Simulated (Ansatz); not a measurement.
# AlBH (quartet): correlated methods under varied settings at distance B1–H3 = 1.185 Å

Aim: run AlBH (quartet) at one geometry under a spread of methods and options, and see what each costs and gives.

Program: Ansatz 0.2.0, Gaussian basis. Level of theory: the settings change from run to run. These are calculated values, not measurements.

21 further runs of the same task are left out: 1 for a mislabelled method, 10 that didn't finish, 10 set aside as unsound or not needed.

**1. The geometry**

The geometry derives from a PBE0/def2-TZVP stationary point (not a proven minimum). One bond is set to the value named and the two fragments are kept rigid.

3 atoms, charge 0, spin multiplicity 4.

Atoms are counted from 1 here; the program's logs count them from 0.

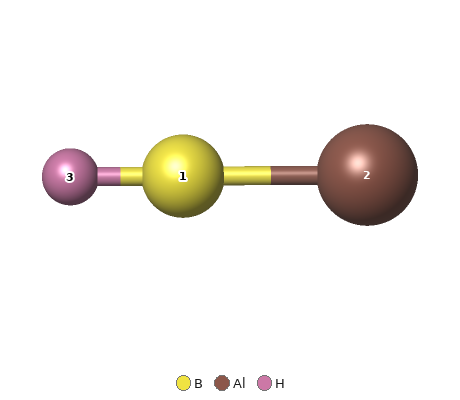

The structure; boron yellow, aluminium brown, hydrogen pink; atoms are numbered from 1 in the order of the file.

Geometry (Å):

| atom | x (Å) | y (Å) | z (Å) |
| --- | --- | --- | --- |
| B1 | 0.0000 | 0.0000 | 0.2519 |
| Al2 | 0.0000 | 0.0000 | -1.6889 |
| H3 | 0.0000 | 0.0000 | 1.4370 |

**2. HF/6-31G**

Input file in.yaml:

```yaml
crystal:
  periodic: [false, false, false]
  atoms:
    - {symbol: B, position_ang: [0.000000, 0.000000, 0.251900]}
    - {symbol: Al, position_ang: [0.000000, 0.000000, -1.688900]}
    - {symbol: H, position_ang: [0.000000, 0.000000, 1.437000]}
basis:
  gaussian: {orbitals: 6-31G}
magnetization: {spin_polarized: false, initial_magnetization: 3}
hamiltonian: {xc: hf}
output: {orbitals: {seedname: orbitals}}
```

Started as:

```console
$ ansatz run in.yaml --threads 1 --pin off --events-out ev --progress --plain --max-ram 2393MiB
```

Output:

```text
Functional definition: HF
  name "HF"
  cite "Fock, Z. Phys. 61, 126 (1930) doi:10.1007/BF01340294"
  parent pbe
  exchange = exact_x
  correlation = 0
296 factors; integrals over basis functions are off by at most 2.5e-4 eV
mean field evaluation 1: about -7265.2903 eV, gradient 7.7e0 eV
mean field evaluation 2: about -7265.2929 eV, gradient 7.7e0 eV
mean field evaluation 4: about -7266.1549 eV, gradient 1.7e0 eV
mean field evaluation 8: about -7266.2385 eV, gradient 3.2e-1 eV
mean field evaluation 16: about -7260.9154 eV, gradient 7.9e0 eV
mean field -7266.24106555 eV, -267.0294339237 hartree, gradient 2.6e-5 eV, S^2 3.750000; 0 other end points of the search recorded, 0 dependent functions left out
reference -7266.24106555 eV, -267.0294339237 hartree; 11, 8 occupied and 13, 16 virtual orbitals, 296 factors
Total energy: -7266.24106555 eV, -267.0294339237 hartree
```

Wall time 0.15 s (1 thread of Arm Neoverse V1, shared host).

**3. HF/6-31G***

Changes to in.yaml since step 2:

```diff
@@ -7,5 +7,5 @@
 basis:
-  gaussian: {orbitals: 6-31G}
+  gaussian: {orbitals: "6-31G*"}
 magnetization: {spin_polarized: false, initial_magnetization: 3}
 hamiltonian: {xc: hf}
-output: {orbitals: {seedname: orbitals}}
+output: {forces: true, orbitals: {seedname: orbitals}}
```

Same command.

Output, shortened:

```text
Functional definition: HF
  name "HF"
  cite "Fock, Z. Phys. 61, 126 (1930) doi:10.1007/BF01340294"
  parent pbe
[...]
336 factors; integrals over basis functions are off by at most 1.1e-3 eV
[...]
mean field -7266.64805099 eV, -267.0443903628 hartree, gradient 1.3e-5 eV, S^2 3.750000; 0 other end points of the search recorded, 0 dependent functions left out
[...]
reference -7266.64805099 eV, -267.0443903628 hartree; 11, 8 occupied and 25, 28 virtual orbitals, 336 factors
Total energy: -7266.64805099 eV, -267.0443903628 hartree
Atom 0 at     0.000000     0.000000     0.251900 Å, force     0.000000    -0.000000    -0.166803 eV/Å
Atom 1 at     0.000000     0.000000    -1.688900 Å, force    -0.000000     0.000000     0.385542 eV/Å
Atom 2 at     0.000000     0.000000     1.437000 Å, force    -0.000000     0.000000    -0.218739 eV/Å
Dipole moment:     0.000000    -0.000000    -0.286338 e Å
```

Wall time 0.33 s (1 thread of Arm Neoverse V1, shared host).

**4. NEVPT4(SD)(7,6)/STO-3G**

Input file in.yaml:

```yaml
crystal:
  periodic: [false, false, false]
  atoms:
    - {symbol: B, position_ang: [0.000000, 0.000000, 0.251900]}
    - {symbol: Al, position_ang: [0.000000, 0.000000, -1.688900]}
    - {symbol: H, position_ang: [0.000000, 0.000000, 1.437000]}
basis:
  gaussian: {orbitals: STO-3G}
magnetization: {spin_polarized: false, initial_magnetization: 3}
correlation: {method: fic_nevpt4_sd, electrons: outside_noble_gas, active_space: {window: {electrons: 7, orbitals: 6}, states: [{multiplicity: 4, weights: [1, 1]}, {multiplicity: 6, weights: [1]}]}}
accuracy: high
```

Launched as before.

Output, shortened:

```text
Functional definition: HF
  name "HF"
  cite "Fock, Z. Phys. 61, 126 (1930) doi:10.1007/BF01340294"
  parent pbe
[...]
242 factors; integrals over basis functions are off by at most 5.6e-9 eV
[...]
mean field -7176.71227822 eV, -263.7393116743 hartree, gradient 1.4e-8 eV, S^2 3.750000; 0 other end points of the search recorded, 0 dependent functions left out
reference -7176.71227822 eV, -263.7393116743 hartree; 11, 8 occupied and 4, 7 virtual orbitals, 242 factors
state -7177.27505255 eV, -263.7599932494 hartree
state -7174.12265477 eV, -263.6441447679 hartree
state -7177.27505255 eV, -263.7599932494 hartree; corrected -7178.95260580 eV, -263.8216421944 hartree
state -7174.12265477 eV, -263.6441447679 hartree; corrected -7175.11423821 eV, -263.6805847870 hartree
state -7170.05967157 eV, -263.4948328891 hartree
state -7170.05967157 eV, -263.4948328891 hartree; corrected -7170.87322681 eV, -263.5247304930 hartree
Total energy: -7174.98002361 eV, -263.6756524914 hartree
```

It took 0.63 s on 1 thread of Arm Neoverse V1, shared host.

From the report: 28 determinants; active occupations (of the averaged states) 2.00, 1.63, 1.03, 0.99, 0.68, 0.67.

**5. MP2 on UHF/6-31G**

Input file in.yaml:

```yaml
crystal:
  periodic: [false, false, false]
  atoms:
    - {symbol: B, position_ang: [0.000000, 0.000000, 0.251900]}
    - {symbol: Al, position_ang: [0.000000, 0.000000, -1.688900]}
    - {symbol: H, position_ang: [0.000000, 0.000000, 1.437000]}
basis:
  gaussian: {orbitals: 6-31G, fitting: {mean_field: def2-universal-jkfit}}
magnetization: {spin_polarized: true, initial_magnetization: 3}
correlation: {method: mp2, electrons: all}
scf: {lower_state_search: full}
```

The command is unchanged.

Output:

```text
Functional definition: HF
  name "HF"
  cite "Fock, Z. Phys. 61, 126 (1930) doi:10.1007/BF01340294"
  parent pbe
  exchange = exact_x
  correlation = 0
221 factors; integrals over basis functions are off by at most 3.9e-2 eV
mean field evaluation 1: about -7265.0753 eV, gradient 8.0e0 eV
mean field evaluation 2: about -7265.9580 eV, gradient 3.5e0 eV
mean field evaluation 4: about -7266.2454 eV, gradient 8.2e-1 eV
mean field evaluation 8: about -7266.3003 eV, gradient 7.6e-6 eV
mean field evaluation 16: about -7266.2988 eV, gradient 1.3e-1 eV
mean field evaluation 32: about -7250.5283 eV, gradient 3.6e1 eV
mean field -7266.30033759 eV, -267.0316121311 hartree, gradient 7.6e-6 eV, S^2 3.759315; 6 other end points of the search recorded, 0 dependent functions left out
reference -7266.30033759 eV, -267.0316121311 hartree; 11, 8 occupied and 13, 16 virtual orbitals, 221 factors
second order -1.84509062 eV of doubles, -0.00000000 eV of singles
Total energy: -7268.14542820 eV, -267.0994179606 hartree
```

Run time: 0.21 s. Hardware: 1 thread of Arm Neoverse V1, shared host.

From the report: ⟨S²⟩ of the determinant 3.759 (pure quartet: 3.75).

**6. HF/6-31G***

Input file in.yaml:

```yaml
crystal:
  periodic: [false, false, false]
  atoms:
    - {symbol: B, position_ang: [0.000000, 0.000000, 0.251900]}
    - {symbol: Al, position_ang: [0.000000, 0.000000, -1.688900]}
    - {symbol: H, position_ang: [0.000000, 0.000000, 1.437000]}
basis:
  gaussian: {orbitals: "6-31G*"}
magnetization: {spin_polarized: false, initial_magnetization: 3}
hamiltonian: {xc: hf}
output: {orbitals: {seedname: orbitals}}
```

The command is unchanged.

Output:

```text
Functional definition: HF
  name "HF"
  cite "Fock, Z. Phys. 61, 126 (1930) doi:10.1007/BF01340294"
  parent pbe
  exchange = exact_x
  correlation = 0
336 factors; integrals over basis functions are off by at most 1.1e-3 eV
mean field evaluation 1: about -7265.6912 eV, gradient 8.5e0 eV
mean field evaluation 2: about -7265.7076 eV, gradient 8.5e0 eV
mean field evaluation 4: about -7266.5658 eV, gradient 1.8e0 eV
mean field evaluation 8: about -7266.6286 eV, gradient 4.9e-1 eV
mean field evaluation 16: about -7266.6481 eV, gradient 1.3e-5 eV
mean field evaluation 32: about -7261.8659 eV, gradient 1.1e1 eV
mean field -7266.64805099 eV, -267.0443903628 hartree, gradient 1.3e-5 eV, S^2 3.750000; 0 other end points of the search recorded, 0 dependent functions left out
reference -7266.64805099 eV, -267.0443903628 hartree; 11, 8 occupied and 25, 28 virtual orbitals, 336 factors
Total energy: -7266.64805099 eV, -267.0443903628 hartree
```

Run time: 0.24 s. Hardware: 1 thread of Arm Neoverse V1, shared host.

**7. CCSD(T) on ROHF/6-31++G****

Changes to in.yaml since step 6:

```diff
@@ -7,5 +7,4 @@
 basis:
-  gaussian: {orbitals: "6-31G*"}
+  gaussian: {orbitals: "6-31++G**"}
 magnetization: {spin_polarized: false, initial_magnetization: 3}
-hamiltonian: {xc: hf}
-output: {orbitals: {seedname: orbitals}}
+correlation: {method: ccsd_t, electrons: outside_noble_gas}
```

The command is unchanged.

Output, shortened:

```text
Functional definition: HF
  name "HF"
  cite "Fock, Z. Phys. 61, 126 (1930) doi:10.1007/BF01340294"
  parent pbe
[...]
403 factors; integrals over basis functions are off by at most 1.2e-3 eV
[...]
mean field -7266.73015139 eV, -267.0474074969 hartree, gradient 5.3e-7 eV, S^2 3.750000; 6 other end points of the search recorded, 0 dependent functions left out
[...]
determinant -7266.73015139 eV, -267.0474074969 hartree, with singles and doubles -7270.15055785 eV, -267.1731051160 hartree
determinant -7264.55130798 eV, -266.9673364786 hartree, with singles and doubles -7267.46355465 eV, -267.0743595697 hartree
determinant -7263.30962066 eV, -266.9217053111 hartree, with singles and doubles -7267.06385893 eV, -267.0596710229 hartree
6 core orbitals not correlated: weight in the atoms' cores, before any rotation towards them, 1.000 or more for the frozen orbitals, at most 0.000 for the correlated occupied ones
reference -7266.73015139 eV, -267.0474074969 hartree; 5, 2 occupied and 37, 40 virtual orbitals, 403 factors
second order -2.77006687 eV of doubles, -0.03407231 eV of singles
cycle   1  -3.40662589 eV  change   -2.0e-1 eV  update   2.0e-2
[...]
cycle   9  -3.42940839 eV  change    4.9e-6 eV  update   7.2e-6
perturbative correction -0.15956469 eV, -0.0058638942 hartree
Total energy: -7270.31912447 eV, -267.1792998248 hartree
```

It took 1.6 s on 1 thread of Arm Neoverse V1, shared host.

From the report: correlation -3.5890 eV; T1 0.035; largest double amplitude 0.07.

**8. CISDTQ/STO-3G**

Changes to in.yaml since step 7:

```diff
@@ -7,4 +7,6 @@
 basis:
-  gaussian: {orbitals: "6-31++G**"}
+  gaussian: {orbitals: STO-3G}
 magnetization: {spin_polarized: false, initial_magnetization: 3}
-correlation: {method: ccsd_t, electrons: outside_noble_gas}
+correlation: {active_space: {ras: {orbitals: [2, 3, 4], electrons: 7, max_holes: 4, max_particles: 4}, fixed_orbitals: true}}
+scf: {lower_state_search: off}
+output: {forces: true}
```

Same command.

Output, shortened:

```text
Functional definition: HF
  name "HF"
  cite "Fock, Z. Phys. 61, 126 (1930) doi:10.1007/BF01340294"
  parent pbe
[...]
168 factors; integrals over basis functions are off by at most 7.5e-5 eV
[...]
mean field -7176.71222166 eV, -263.7393095959 hartree, gradient 1.2e-6 eV, S^2 3.750000; 0 other end points of the search recorded, 0 dependent functions left out
reference -7176.71222166 eV, -263.7393095959 hartree; 11, 8 occupied and 4, 7 virtual orbitals, 168 factors
state -7179.14006345 eV, -263.8285311360 hartree
[...]
Total energy: -7179.14006345 eV, -263.8285311360 hartree
Atom 0 at     0.000000     0.000000     0.251900 Å, force    -0.000000    -0.000000    -1.876571 eV/Å
Atom 1 at     0.000000     0.000000    -1.688900 Å, force     0.000000     0.000000     2.246659 eV/Å
Atom 2 at     0.000000     0.000000     1.437000 Å, force    -0.000000     0.000000    -0.370088 eV/Å
Dipole moment:    -0.000000    -0.000000    -0.836617 e Å
Checks for a lower state left out: starts, cluster_reference, orbital_swaps, neighbouring_geometries, increment
```

Wall time 0.57 s (1 thread of Arm Neoverse V1, shared host).

From the report: 1,083 determinants.

**9. CISDT/6-31G**

Input file in.yaml:

```yaml
crystal:
  periodic: [false, false, false]
  atoms:
    - {symbol: B, position_ang: [0.000000, 0.000000, 0.251900]}
    - {symbol: Al, position_ang: [0.000000, 0.000000, -1.688900]}
    - {symbol: H, position_ang: [0.000000, 0.000000, 1.437000]}
basis:
  gaussian: {orbitals: 6-31G}
magnetization: {spin_polarized: false, initial_magnetization: 3}
hamiltonian: {pseudopotentials: {relativity: scalar}}
correlation: {active_space: {ras: {orbitals: [2, 3, 13], electrons: 7, max_holes: 3, max_particles: 3}, fixed_orbitals: true}}
scf: {lower_state_search: full}
output: {forces: true}
```

Launched as before.

Output, shortened:

```text
Functional definition: HF
  name "HF"
  cite "Fock, Z. Phys. 61, 126 (1930) doi:10.1007/BF01340294"
  parent pbe
[...]
296 factors; integrals over basis functions are off by at most 2.5e-4 eV
[...]
mean field -7277.20225091 eV, -267.4322500561 hartree, gradient 1.0e-6 eV, S^2 3.750000; 7 other end points of the search recorded, 0 dependent functions left out
reference -7277.20225091 eV, -267.4322500561 hartree; 11, 8 occupied and 13, 16 virtual orbitals, 296 factors
state -7279.57309522 eV, -267.5193769774 hartree
[...]
Total energy: -7279.57309522 eV, -267.5193769774 hartree
Relativity: scalar
Atom 0 at     0.000000     0.000000     0.251900 Å, force    -0.000000     0.000000     0.629407 eV/Å
Atom 1 at     0.000000     0.000000    -1.688900 Å, force    -0.000000     0.000000    -0.910188 eV/Å
Atom 2 at     0.000000     0.000000     1.437000 Å, force     0.000000    -0.000000     0.280782 eV/Å
Dipole moment:     0.000000    -0.000000    -0.271600 e Å
```

Run time: 2.6 s. Hardware: 1 thread of Arm Neoverse V1, shared host.

From the report: 23,613 determinants.

**10. MRCISD+Q(relaxed)(7,8)/6-31G**

Input file in.yaml:

```yaml
crystal:
  periodic: [false, false, false]
  atoms:
    - {symbol: B, position_ang: [0.000000, 0.000000, 0.251900]}
    - {symbol: Al, position_ang: [0.000000, 0.000000, -1.688900]}
    - {symbol: H, position_ang: [0.000000, 0.000000, 1.437000]}
basis:
  gaussian: {orbitals: 6-31G, fitting: {mean_field: def2-universal-jkfit}}
magnetization: {spin_polarized: false, initial_magnetization: 3}
correlation: {method: fic_mrcisd_q_relaxed, electrons: outside_noble_gas, active_space: {window: {electrons: 7, orbitals: 8}}}
```

The command is unchanged.

Output, shortened:

```text
Functional definition: HF
  name "HF"
  cite "Fock, Z. Phys. 61, 126 (1930) doi:10.1007/BF01340294"
  parent pbe
[...]
221 factors; integrals over basis functions are off by at most 3.9e-2 eV
[...]
mean field -7266.24061414 eV, -267.0294173348 hartree, gradient 1.0e-6 eV, S^2 3.750000; 2 other end points of the search recorded, 0 dependent functions left out
reference -7266.24061414 eV, -267.0294173348 hartree; 11, 8 occupied and 13, 16 virtual orbitals, 221 factors
state -7267.58723314 eV, -267.0789046703 hartree
contracted CI cycle   1: correlation 0.00000000 eV, 0.0000000000 hartree, residual 6.81e0 eV
contracted CI cycle   2: correlation -0.98493853 eV, -0.0361958235 hartree, residual 1.70e0 eV
contracted CI cycle   3: correlation -1.04614630 eV, -0.0384451674 hartree, residual 6.19e-1 eV
contracted CI cycle   4: correlation -1.05462550 eV, -0.0387567721 hartree, residual 3.12e-1 eV
contracted CI cycle   5: correlation -1.05668472 eV, -0.0388324473 hartree, residual 1.25e-1 eV
contracted CI cycle   6: correlation -1.05701280 eV, -0.0388445040 hartree, residual 5.00e-2 eV
contracted CI cycle   7: correlation -1.05707269 eV, -0.0388467050 hartree, residual 1.91e-2 eV
contracted CI cycle   8: correlation -1.05708428 eV, -0.0388471308 hartree, residual 9.68e-3 eV
contracted CI cycle   9: correlation -1.05708699 eV, -0.0388472302 hartree, residual 4.54e-3 eV
contracted CI cycle  10: correlation -1.05708754 eV, -0.0388472507 hartree, residual 2.31e-3 eV
contracted CI cycle  11: correlation -1.05708768 eV, -0.0388472558 hartree, residual 9.00e-4 eV
state -7267.58723314 eV, -267.0789046703 hartree; corrected -7268.67550190 eV, -267.1188978097 hartree
Total energy: -7268.67550190 eV, -267.1188978097 hartree
```

It took 3.5 s on 1 thread of Arm Neoverse V1, shared host.

From the report: 400 determinants; active occupations 1.99, 1.95, 1.01, 0.98, 0.98, 0.04, 0.04, 0.02.

**11. All runs side by side**

Where basis and cores are those of an earlier FCI/6-31G run (-7268.6679 eV), and the state is the same kind, the miss against it is given.

| level | correlated | functions | energy (eV) | from FCI (meV) | time |
| --- | --- | --- | --- | --- | --- |
| HF/6-31G |  | 24 | -7266.2411 | 2426.8 | 0.15 s |
| HF/6-31G* |  | 36 | -7266.6481 |  | 0.33 s |
| NEVPT4(SD)(7,6)/STO-3G (mean of several states) | outside noble gas | 15 | -7174.9800 |  | 0.63 s |
| MP2 on UHF/6-31G | all | 24 | -7268.1454 |  | 0.21 s |
| HF/6-31G* |  | 36 | -7266.6481 |  | 0.24 s |
| CCSD(T) on ROHF/6-31++G** | outside noble gas | 48 | -7270.3191 |  | 1.6 s |
| CISDTQ/STO-3G | valence | 15 | -7179.1401 |  | 0.57 s |
| CISDT/6-31G (relativity set) | valence | 24 | -7279.5731 |  | 2.6 s |
| MRCISD+Q(relaxed)(7,8)/6-31G | outside noble gas | 24 | -7268.6755 | -7.6 | 3.5 s |

**12. What came out**

| quantity | value |
| --- | --- |
| runs | 9 |
| quickest | HF/6-31G, 0.15 s |
| slowest | MRCISD+Q(relaxed)(7,8)/6-31G, 3.5 s |

**Reading.** Total energies in different bases, with other cores or another treatment of relativity can't be set against each other. MRCISD+Q(relaxed)(7,8)/6-31G took 23 times as long as HF/6-31G; the jobs differ in more than the method. Hartree-Fock, CASSCF and CASCI lack dynamic correlation by design.
